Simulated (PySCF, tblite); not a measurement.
# C32H16: electronic excitations, NMR shifts, part 2 of 2

tblite 0.8.0 and PySCF 2.14.0. Atoms count from 0. The steps go on from the part before.

## 5. NMR shifts: GIAO KT3/pcSseg-1

What the job is given:

```
{"job": {"kind": "nmr", "xc": "KT3", "basis": "pcSseg-1", "pop": false}, "charge": 0, "multiplicity": 1}
C      2.755276     2.822024    -0.603477
C      3.171066     1.972691    -1.356601
C      3.463309     0.844020    -2.154221
C      4.539377     0.742431    -3.035931
C      4.718060    -0.421445    -3.764609
C      3.848289    -1.491360    -3.636401
C      2.768752    -1.400138    -2.757844
C      2.586340    -0.230781    -2.022482
C      1.813163    -2.416582    -2.535957
C      0.907929    -3.147697    -2.208798
C     -0.218099    -3.815202    -1.677956
C     -0.621166    -5.105350    -2.022270
C     -1.747183    -5.650947    -1.429165
C     -2.485611    -4.939924    -0.498126
C     -2.091470    -3.648822    -0.147048
C     -0.958739    -3.096759    -0.741630
C     -2.755595    -2.821770     0.785941
C     -3.171368    -1.971968     1.538287
C     -3.462893    -0.843640     2.336783
C     -4.538002    -0.742167     3.219680
C     -4.716825     0.421952     3.947938
C     -3.847581     1.492062     3.818842
C     -2.769088     1.401015     2.939034
C     -2.586071     0.231219     2.204428
C     -1.814105     2.417874     2.716834
C     -0.909136     3.149950     2.390968
C      0.217056     3.817230     1.860061
C      0.620137     5.107652     2.203045
C      1.746940     5.651974     1.610188
C      2.485545     4.940285     0.679817
C      2.090765     3.649323     0.329045
C      0.957612     3.098296     0.923917
H      5.226454     1.568277    -3.147274
H      5.553682    -0.496592    -4.445704
H      4.001948    -2.393030    -4.210477
H      1.751222    -0.155560    -1.341124
H     -0.055782    -5.672547    -2.746823
H     -2.056162    -6.650877    -1.698428
H     -3.361204    -5.379140    -0.043593
H     -0.649893    -2.096950    -0.472584
H     -5.224670    -1.568180     3.331621
H     -5.550517     0.496889     4.631325
H     -4.000869     2.393018     4.394134
H     -1.751971     0.156653     1.521652
H      0.054345     5.675797     2.926528
H      2.055573     6.652130     1.878564
H      3.362154     5.378674     0.226329
H      0.648845     2.098342     0.655510
```

With the program's defaults for keys left out, this is: GIAO KT3/pcSseg-1 NMR shielding, non-relativistic, gas phase.

The log of the run:

```text
start: PBE on a coarse grid of 42301 points
cycle   1  E = -1226.6242788802  dE =  5.593e+00  |g| = 9.383e-01  |ddm| = 8.731e+00
cycle   2  E = -1226.5875560912  dE =  3.672e-02  |g| = 1.019e+00  |ddm| = 2.648e+00
cycle   3  E = -1226.8646897636  dE = -2.771e-01  |g| = 1.746e-01  |ddm| = 1.638e+00
cycle   4  E = -1226.8698542981  dE = -5.165e-03  |g| = 9.410e-02  |ddm| = 3.143e-01
cycle   5  E = -1226.8725586490  dE = -2.704e-03  |g| = 3.061e-02  |ddm| = 1.654e-01
cycle   6  E = -1226.8728100238  dE = -2.514e-04  |g| = 9.612e-03  |ddm| = 4.558e-02
final grid: 400013 points
cycle   7  E = -1249.1997431377  dE = -7.330e-02  |g| = 3.893e-02  |ddm| = 1.987e+00
cycle   8  E = -1249.1993760752  dE =  3.671e-04  |g| = 5.210e-02  |ddm| = 1.604e-01
cycle   9  E = -1249.2000528222  dE = -6.767e-04  |g| = 1.577e-02  |ddm| = 8.643e-02
cycle  10  E = -1249.2001001753  dE = -4.735e-05  |g| = 8.886e-03  |ddm| = 2.429e-02
cycle  11  E = -1249.2001212843  dE = -2.111e-05  |g| = 3.150e-03  |ddm| = 1.181e-02
cycle  12  E = -1249.2001234318  dE = -2.148e-06  |g| = 1.050e-03  |ddm| = 3.832e-03
cycle  13  E = -1249.2001253554  dE = -1.924e-06  |g| = 4.903e-04  |ddm| = 1.778e-03
cycle  14  E = -1249.2001248511  dE =  5.043e-07  |g| = 1.276e-04  |ddm| = 6.756e-04
cycle  15  E = -1249.2001249516  dE = -1.005e-07  |g| = 6.461e-05  |ddm| = 3.876e-04
converged SCF energy = -1249.2001249516

GIAO shielding tensors (ppm)
atom      isotropic    diamagn.    paramagn.     s11        s22        s33       span
  0 C       89.538     263.540    -174.002     14.270     34.411    219.934    205.664
  1 C       89.535     263.490    -173.956     14.266     34.388    219.951    205.685
  2 C       67.448     267.669    -200.221    -18.084     56.579    163.849    181.933
  3 C       63.234     235.654    -172.420    -25.319     47.700    167.322    192.641
  4 C       61.912     252.508    -190.596    -36.831     50.616    171.951    208.782
  5 C       63.262     235.694    -172.432    -25.233     47.663    167.355    192.587
  6 C       67.440     267.632    -200.191    -18.137     56.584    163.874    182.011
  7 C       45.963     270.758    -224.794    -49.712     45.009    142.592    192.304
  8 C       89.575     263.387    -173.812     14.310     34.458    219.955    205.645
  9 C       89.553     263.379    -173.826     14.280     34.425    219.954    205.674
 10 C       67.458     267.594    -200.135    -18.062     56.558    163.878    181.939
 11 C       63.248     235.865    -172.617    -25.274     47.702    167.316    192.590
 12 C       61.896     252.545    -190.648    -36.857     50.618    171.928    208.785
 13 C       63.259     235.698    -172.439    -25.232     47.678    167.332    192.564
 14 C       67.445     267.678    -200.233    -18.104     56.571    163.868    181.972
 15 C       45.986     270.754    -224.768    -49.727     45.066    142.620    192.347
 16 C       89.556     263.538    -173.982     14.276     34.430    219.962    205.686
 17 C       89.554     263.641    -174.087     14.299     34.410    219.952    205.653
 18 C       67.433     267.642    -200.209    -18.112     56.558    163.853    181.966
 19 C       63.259     235.250    -171.991    -25.258     47.683    167.351    192.610
 20 C       61.905     252.382    -190.477    -36.860     50.628    171.946    208.806
 21 C       63.242     235.282    -172.040    -25.298     47.698    167.325    192.622
 22 C       67.460     267.666    -200.207    -18.073     56.562    163.890    181.963
 23 C       45.982     271.094    -225.112    -49.711     45.022    142.635    192.346
 24 C       89.548     263.616    -174.069     14.271     34.421    219.951    205.680
 25 C       89.561     263.694    -174.133     14.306     34.434    219.942    205.636
 26 C       67.444     267.666    -200.222    -18.092     56.563    163.861    181.953
 27 C       63.262     235.558    -172.296    -25.273     47.723    167.336    192.610
 28 C       61.906     252.477    -190.571    -36.837     50.612    171.943    208.780
 29 C       63.245     235.721    -172.475    -25.274     47.686    167.324    192.598
 30 C       67.428     267.596    -200.167    -18.125     56.567    163.843    181.968
 31 C       45.967     270.950    -224.983    -49.710     45.019    142.591    192.301
 32 H       24.461      32.488      -8.027     20.623     24.528     28.234      7.611
 33 H       24.425      23.877       0.548     20.899     25.639     26.736      5.837
 34 H       24.465      32.532      -8.067     20.623     24.532     28.241      7.618
 35 H       23.663      36.195     -12.532     17.894     22.393     30.701     12.807
 36 H       24.466      32.541      -8.075     20.626     24.534     28.237      7.612
 37 H       24.421      23.839       0.582     20.895     25.636     26.733      5.838
 38 H       24.468      32.474      -8.006     20.629     24.535     28.239      7.610
 39 H       23.662      36.154     -12.492     17.897     22.390     30.699     12.802
 40 H       24.463      32.425      -7.962     20.622     24.530     28.237      7.615
 41 H       24.425      23.633       0.792     20.900     25.638     26.738      5.839
 42 H       24.464      32.414      -7.949     20.622     24.532     28.239      7.617
 43 H       23.662      36.088     -12.426     17.896     22.393     30.697     12.801
 44 H       24.465      32.433      -7.968     20.627     24.532     28.237      7.610
 45 H       24.423      23.737       0.686     20.893     25.638     26.738      5.845
 46 H       24.466      32.505      -8.039     20.627     24.531     28.240      7.613
 47 H       23.665      36.138     -12.473     17.902     22.391     30.702     12.801
```

It took 79 s on 2 threads of Arm Neoverse N1, shared host; peak memory 1.2 GiB.

Shifts follow as δ = σ(reference) − σ, with reference shieldings (ppm) from runs at the same level and on the same kind of geometry: $^{1}$H TMS 31.76, $^{13}$C TMS 184.7. The references are single molecules in the gas phase. Atoms listed in one row are averaged.

```
                             atoms                  environment  σ (ppm)  δ (ppm)
                 C7, C15, C23, C31                  aromatic CH     46.0    138.7
                 C4, C12, C20, C28                  aromatic CH     61.9    122.8
  C3, C5, C11, C13, C19 and 3 more                  aromatic CH     63.3    121.5
  C2, C6, C10, C14, C18 and 3 more  substituted aromatic carbon     67.4    117.3
    C0, C1, C8, C9, C16 and 3 more                alkyne carbon     89.6     95.2
                H35, H39, H43, H47   hydrogen on an aromatic CH    23.66     8.10
                H33, H37, H41, H45   hydrogen on an aromatic CH    24.42     7.34
H32, H34, H36, H38, H40 and 3 more   hydrogen on an aromatic CH    24.46     7.30
```

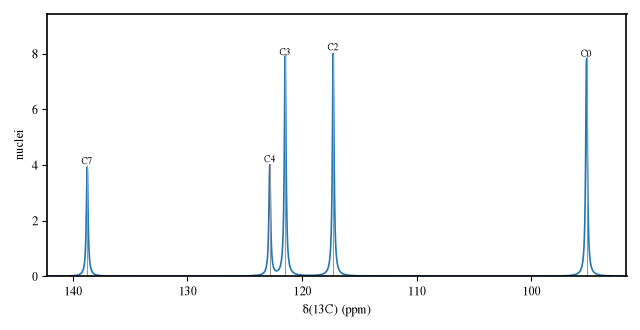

$^{13}$C lines at the computed shifts, without couplings. Lines are broadened to a width of 0.17 ppm (Lorentzian).

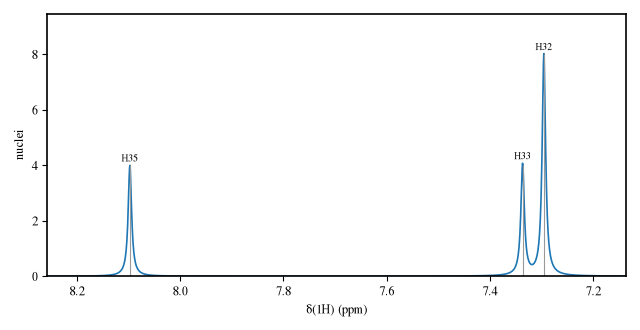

$^{1}$H lines at the computed shifts, without couplings. Lines are broadened to a width of 0.01 ppm (Lorentzian).

Ring of atoms C2, C3, C4, C5, C6, C7: NICS(0) -7.4, NICS(1) -9.4, NICS(1)zz -22.0 ppm (means of both faces).

## 6. What came out

What follows sums up all 2 parts.

| quantity | value |
| --- | --- |
| strongest single infrared mode (GFN2-xTB) | 3095 cm⁻¹, 143 km/mol |
| zero-point energy (GFN2-xTB) | 219.6 kcal/mol |
| lowest singlet (B3LYP/6-31G*) | 3.78 eV (328 nm), f = 0.000 |
| brightest single state of those computed | state 2, 3.82 eV, f = 0.042 |
| lowest triplet | 2.76 eV |
| $^{13}$C shifts against TMS (KT3/pcSseg-1, means over atoms taken as alike) | 138.7, 122.8, 121.5, 117.3, 95.2 ppm |
| $^{1}$H shifts against TMS (KT3/pcSseg-1, means over atoms taken as alike) | 8.10, 7.34, 7.30 ppm |

In words: All 138 modes are real, so the xTB geometry is a minimum. Unscaled tight-binding wavenumbers are off by several per cent, some by more. Its intensities can rank the bands wrongly. The first singlet state (HOMO−3→LUMO 0.69, HOMO−2→LUMO+1 0.08) lies at 3.78 eV and is dark; of the 6 states computed, the strongest absorption comes from states 2 to 3 together at 3.82 eV. The lowest triplet lies 1.02 eV below the lowest singlet. NICS(1)zz of -22 ppm above the planar ring from C2 marks a diatropic (aromatic) ring current.
